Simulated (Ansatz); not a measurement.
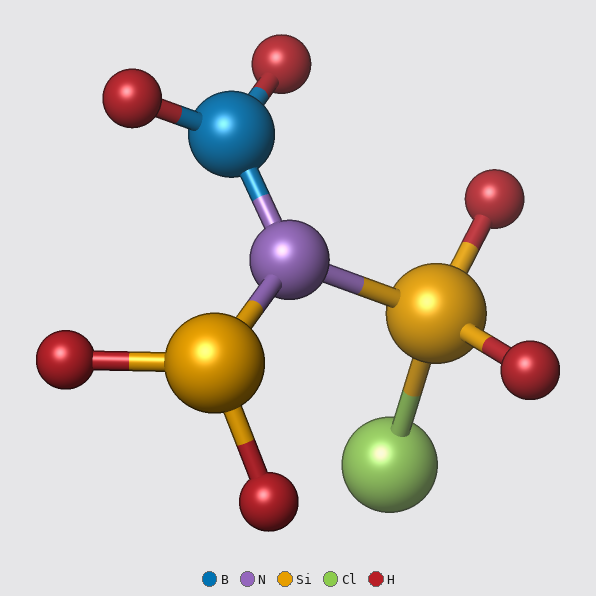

The species is neutral and a spin doublet. The computed structure is the end point of a PBE-D4/def2-SVP optimisation. No frequency run is at hand to confirm it as a minimum.

Give the structural formula.

SMILES: BN([SiH2])[SiH2]Cl

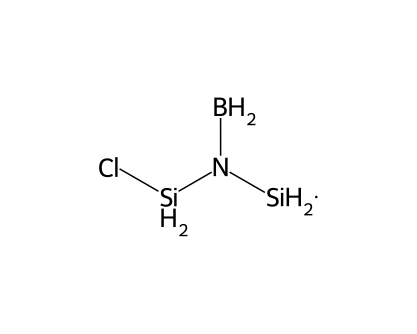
